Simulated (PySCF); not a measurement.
## Electronic structure of C₄H₈N₂OSi (SMILES [H]/N=C/CCO[SiH2]C#N) in real space

Input file:

```
{"job": {"kind": "nmr", "xc": "PBE0", "basis": "pcSseg-1"}, "charge": 0, "multiplicity": 1}
N      4.423551    -0.281193    -0.488653
C      3.477751     0.364865    -0.465832
Si     1.908116     1.391046    -0.415823
O      0.610998     0.444804    -0.574464
C      0.144982    -0.639761     0.178754
C     -1.176667    -1.144071    -0.403172
C     -2.243614    -0.104545    -0.286177
N     -3.311375    -0.360531     0.316992
H      1.797118     2.195857    -1.619120
H      1.968108     2.087087     0.871660
H      0.889036    -1.444587     0.156782
H      0.000455    -0.334226     1.221732
H     -1.023660    -1.374161    -1.460180
H     -1.490819    -2.045395     0.121916
H     -1.991350     0.857149    -0.752862
H     -3.990228     0.396607     0.358476
```

Launched as:

```sh
OMP_NUM_THREADS=1 python probes_run.py task.json out
```

Geometry: GFN2-xTB.

All numbers below come from PySCF 2.14.0, PBE0/pcSseg-1, SCF density, gas phase, non-relativistic.

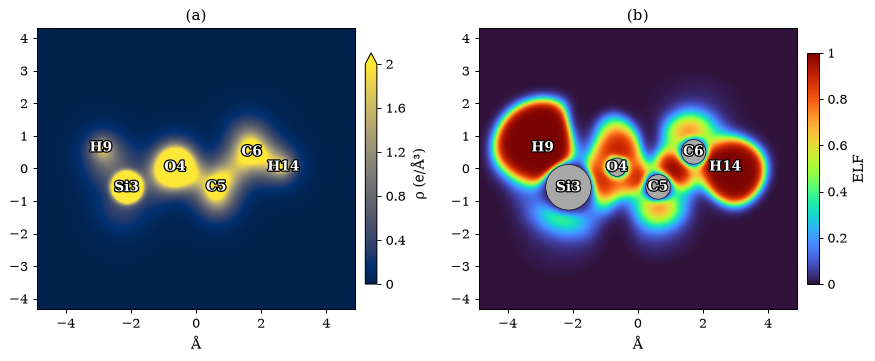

Figure 1. (a) total electron density; (b) ELF on the plane of atoms Si3, O4 and C5. Grey discs cover the atomic cores in the ELF map.

**What do the fields say about this system?**

The plane passes through Si, O, C and H nuclei. C–O (1.40 Å): ρ is about 2 e/Å³ halfway, with its minimum of 1.7 e/Å³ about 0.5 Å from C; the ELF peaks at about 0.90 between the atoms, as expected for a polar covalent bond. Si–O (1.61 Å): ρ at the midpoint is about 1.2 e/Å³; the ELF peaks at about 0.85 between the atoms (a polar covalent bond). The ELF also peaks beside O4, away from the bonds: lone-pair regions.

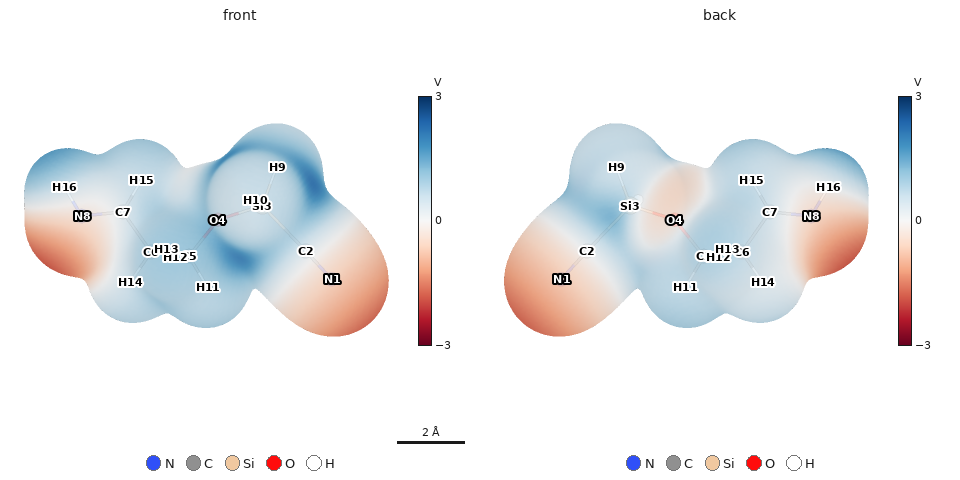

Figure 2. The molecular electrostatic potential painted on the density surface at 0.002 e/bohr³, seen from the front and from behind; red is negative and blue positive.

**Which sites attract a positive test charge, and which a negative one?**

A positive charge is drawn to the negative regions and a negative charge to the positive ones. The most negative region (about −1.8 V) lies over N8, the most positive (about +2.1 V) over Si3. N8 is the likeliest acceptor of a hydrogen bond.
